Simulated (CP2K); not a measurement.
**CH5ClSeSi (SMILES ClC[SiH2][SeH]) at GFN2-xTB**

Aim: the energy change on altering one bond length of CH5ClSeSi at GFN2-xTB, from 2 runs. 

The results are computed with CP2K 2026.2.

3 further runs of the same task are left out: 1 that didn't finish, 2 set aside as unsound or not needed.

### 1 The system as given

The species is CH5ClSeSi (9 atoms), meant as a singlet with charge 0. As SMILES, `ClC[SiH2][SeH]`. Geometry: a GFN2-xTB relaxation, a rough one for these elements and not checked as a minimum. This is one conformer, not always the lowest.

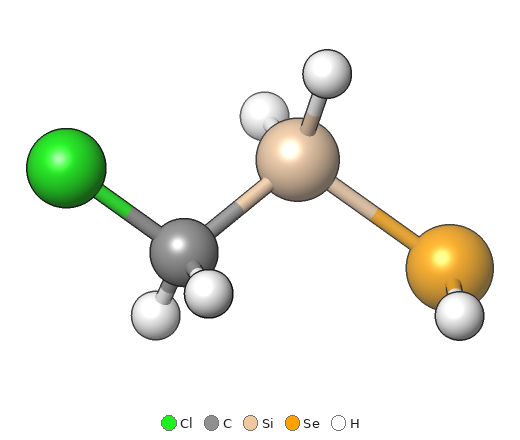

The structure, seen from a chosen angle (chlorine green, carbon grey, silicon light orange, selenium orange, hydrogen white).

### 2 Energy and gradient at GFN2-xTB

File calc.inp:

```
&GLOBAL
   PROJECT_NAME calc
   RUN_TYPE ENERGY_FORCE
   PRINT_LEVEL MEDIUM
&END GLOBAL
&FORCE_EVAL
   METHOD QS
   &DFT
      CHARGE 0
      MULTIPLICITY 1
      # Quickstep
      &QS
         METHOD XTB
         EPS_DEFAULT 1.0E-10
         &XTB
            GFN_TYPE TBLITE
            &TBLITE
               METHOD GFN2
            &END TBLITE
            CHECK_ATOMIC_CHARGES F
         &END XTB
      &END QS
      # cluster boundary conditions
      &POISSON
         PERIODIC NONE
         POISSON_SOLVER ANALYTIC
      &END POISSON
      &SCF
         SCF_GUESS ATOMIC
         EPS_SCF 1.0E-06
         MAX_SCF 150
         ADDED_MOS 4
         &DIAGONALIZATION
            ALGORITHM STANDARD
         &END DIAGONALIZATION
         &MIXING
            METHOD DIRECT_P_MIXING
            ALPHA 0.4
         &END MIXING
         &SMEAR ON
            METHOD FERMI_DIRAC
            ELECTRONIC_TEMPERATURE [K] 300
         &END SMEAR
      &END SCF
      # extra output
      &PRINT
         &MOMENTS
            PERIODIC F
            REFERENCE COM
            MAX_MOMENT 1
         &END MOMENTS
         &MO ON
            ENERGIES T
            OCCUPATION_NUMBERS T
            NDIGITS 6
            &EACH
               QS_SCF 0
            &END EACH
            ADD_LAST NUMERIC
         &END MO
         &HIRSHFELD OFF
         &END HIRSHFELD
      &END PRINT
   &END DFT
   # structure
   &SUBSYS
      # box in angstrom
      &CELL
         ABC [angstrom] 11.4 12.9 10.8
         PERIODIC NONE
      &END CELL
      &COORD
         Cl    -0.354270     2.559900    -0.313800
         C     -0.714070     0.810650    -0.365580
         Si     0.866210    -0.150980     0.110780
         Se     0.369990    -2.385560     0.104880
         H     -1.542750     0.640280     0.319320
         H     -1.051280     0.587560    -1.376110
         H      1.890050     0.001380    -0.912380
         H      1.296300     0.250620     1.446600
         H     -0.760170    -2.313840     0.986290
      &END COORD
      &TOPOLOGY
         &CENTER_COORDINATES
         &END CENTER_COORDINATES
      &END TOPOLOGY
   &END SUBSYS
   # extra output
   &PRINT
      &FORCES ON
      &END FORCES
   &END PRINT
&END FORCE_EVAL
```

Launch:

```sh
$ OMP_NUM_THREADS=1 cp2k.psmp calc.inp > calc.out
```

Output:

```text
CP2K| version string:                                       CP2K version 2026.2
[...]
 GLOBAL| Method name                                                        CP2K
[...]
 GLOBAL| Run type                                                   ENERGY_FORCE
[...]
                             - Atoms:                                          9
[...]
                             - Spherical basis functions:                     36
[...]
 Number of electrons:                                                         26
[...]
  *** SCF run converged in    23 steps ***
[...]
  Fermi energy:                                                -0.26571270215163
[...]
 TB_DIPOLE| Moment [Debye]          0.06696717      -0.31001002       0.91055878
 TB_DIPOLE| Derivative [a.u.]       0.00000000       0.00000000       0.00000000
[...]
 ENERGY| Total FORCE_EVAL ( QS ) energy [hartree]            -14.157817176844508
 FORCES| Atomic forces [hartree/bohr]
 FORCES|   Atom     x               y               z               |f|
 FORCES|      1 -4.76433611E-05 -2.02821402E-04 -1.17611128E-05   2.08673752E-04
 FORCES|      2  1.02579630E-04  2.19231529E-04 -7.76863952E-05   2.54205074E-04
 FORCES|      3 -6.51552868E-05  3.37629368E-05  9.89060774E-05   1.23156646E-04
 FORCES|      4 -8.71499877E-05 -6.54251930E-07  8.91919791E-05   1.24702677E-04
 FORCES|      5 -1.10189856E-05 -3.32258898E-05  4.08480465E-05   5.37953595E-05
 FORCES|      6 -1.22415180E-05 -4.90672933E-05  1.05315689E-04   1.16828286E-04
 FORCES|      7  6.87106517E-05 -9.10217662E-06 -5.49699497E-05   8.84629790E-05
 FORCES|      8  4.60191384E-06  2.83671659E-05 -3.88744597E-05   4.83435345E-05
 FORCES|      9  4.73169439E-05  1.35093827E-05 -1.50969875E-04   1.58786963E-04
 FORCES| Sum     5.85536936E-17 -7.75306197E-17  8.47032947E-17
 FORCES| Total atomic force                                       1.28896005E-16
[...]
```

It took 0.93 s on 1 thread of Intel Xeon Platinum 8375C at 2.90GHz (Ice Lake), shared host; peak memory 0.19 GiB.

### 3 The distorted shape, same level

File job.inp:

```
&GLOBAL
 PROJECT job
 RUN_TYPE ENERGY_FORCE
 PRINT_LEVEL MEDIUM
&END GLOBAL

&FORCE_EVAL
 METHOD Quickstep
 &DFT
  CHARGE 0
  MULTIPLICITY 1
  &QS
   METHOD XTB
   EPS_DEFAULT 1.0E-10
   &XTB
    GFN_TYPE TBLITE
    &TBLITE
     METHOD GFN2
    &END TBLITE
    CHECK_ATOMIC_CHARGES F
   &END XTB
  &END QS
  &POISSON
   PERIODIC NONE
   POISSON_SOLVER ANALYTIC
  &END POISSON
  ! self-consistent field
  &SCF
   SCF_GUESS ATOMIC
   EPS_SCF 1.0E-06
   MAX_SCF 150
   ADDED_MOS 4
   &DIAGONALIZATION
    ALGORITHM STANDARD
   &END DIAGONALIZATION
   &MIXING
    METHOD DIRECT_P_MIXING
    ALPHA 0.4
   &END MIXING
   &SMEAR ON
    METHOD FERMI_DIRAC
    ELECTRONIC_TEMPERATURE [K] 300
   &END SMEAR
  &END SCF
  ! extra output
  &PRINT
   &MOMENTS
    PERIODIC F
    REFERENCE COM
    MAX_MOMENT 1
   &END MOMENTS
   &MO ON
    ENERGIES T
    OCCUPATION_NUMBERS T
    NDIGITS 6
    &EACH
     QS_SCF 0
    &END EACH
    ADD_LAST NUMERIC
   &END MO
   &HIRSHFELD OFF
   &END HIRSHFELD
  &END PRINT
 &END DFT
 &SUBSYS
  ! vacuum box
  &CELL
   ABC [angstrom] 11.9 12.9 10.8
   PERIODIC NONE
  &END CELL
  &COORD
   Cl     0.142942     2.662123    -0.724744
   C     -0.216858     0.912873    -0.776524
   Si     1.363422    -0.048757    -0.300164
   Se     0.867202    -2.283337    -0.306064
   H     -1.542750     0.640280     0.319320
   H     -0.554068     0.689783    -1.787054
   H      2.387262     0.103603    -1.323324
   H      1.793512     0.352843     1.035656
   H     -0.262958    -2.211617     0.575346
  &END COORD
  &TOPOLOGY
   &CENTER_COORDINATES
   &END CENTER_COORDINATES
  &END TOPOLOGY
 &END SUBSYS
 &PRINT
  &FORCES ON
  &END FORCES
 &END PRINT
&END FORCE_EVAL
```

Launch:

```sh
$ OMP_NUM_THREADS=1 cp2k.psmp job.inp > job.out
```

Output:

```text
CP2K| version string:                                       CP2K version 2026.2
[...]
 GLOBAL| Method name                                                        CP2K
[...]
 GLOBAL| Run type                                                   ENERGY_FORCE
[...]
                             - Atoms:                                          9
[...]
                             - Spherical basis functions:                     36
[...]
 Number of electrons:                                                         26
[...]
  *** SCF run converged in    23 steps ***
[...]
  Fermi energy:                                                -0.31935248877445
[...]
 TB_DIPOLE| Moment [Debye]          0.40589522       0.16025255       0.52530234
 TB_DIPOLE| Derivative [a.u.]       0.00000000       0.00000000       0.00000000
[...]
 ENERGY| Total FORCE_EVAL ( QS ) energy [hartree]            -14.078963862422558
 FORCES| Atomic forces [hartree/bohr]
 FORCES|   Atom     x               y               z               |f|
 FORCES|      1 -6.04002655E-03 -1.44010901E-02  1.19473928E-03   1.56620790E-02
 FORCES|      2 -3.22719758E-02  4.82275655E-03  3.47262225E-02   4.76513371E-02
 FORCES|      3 -7.82304320E-03  2.01708736E-04  5.29952180E-03   9.45122334E-03
 FORCES|      4 -6.92449643E-04  8.25714643E-04  2.77112454E-04   1.11269155E-03
 FORCES|      5  5.42323130E-02  9.03294131E-03 -4.65754975E-02   7.20556366E-02
 FORCES|      6 -9.01596543E-03 -5.56946124E-04  7.16323600E-03   1.15286500E-02
 FORCES|      7  6.25346424E-04 -9.81205872E-05 -7.18519183E-04   9.57577994E-04
 FORCES|      8  2.72216211E-04 -2.28300741E-04 -6.53292031E-04   7.43648689E-04
 FORCES|      9  7.13585032E-04  4.01336336E-04 -7.13523303E-04   1.08599722E-03
 FORCES| Sum     1.05384451E-16 -1.48752538E-16 -3.72965547E-17
 FORCES| Total atomic force                                       1.86075880E-16
[...]
```

It took 0.93 s on 1 thread of Intel Xeon Platinum 8375C at 2.90GHz (Ice Lake), shared host; peak memory 0.19 GiB.

### 4 What came out

At GFN2-xTB:

```
                                                         quantity         value
                                        first shape: total energy  -14.15782 Eh
           first shape: dipole moment (from atomic charges alone)        0.96 D
                                         first shape: HOMO energy     -10.68 eV
                                         first shape: LUMO energy      -6.33 eV
                                       first shape: HOMO–LUMO gap       4.34 eV
                            first shape: largest force on an atom    0.013 eV/Å
                                    distorted shape: total energy  -14.07896 Eh
       distorted shape: dipole moment (from atomic charges alone)        0.68 D
                                     distorted shape: HOMO energy     -10.62 eV
                                     distorted shape: LUMO energy      -7.79 eV
                                   distorted shape: HOMO–LUMO gap       2.82 eV
                        distorted shape: largest force on an atom    3.705 eV/Å
energy change with the C2–H5 bond stretched from 1.088 to 1.742 Å      2.146 eV
```

In words: One bond (distorted shape) is far stretched, which a spin-restricted single reference describes badly. With the C2–H5 bond stretched from 1.088 to 1.742 Å the energy rises by 2.15 eV (49 kcal/mol). A restricted reference can't describe the breaking bond well at this length. The dipole (first shape) comes from point charges on the atoms alone, without atomic dipoles, so it is partial. The dipole (distorted shape) comes from point charges on the atoms alone, without atomic dipoles, so it is partial.
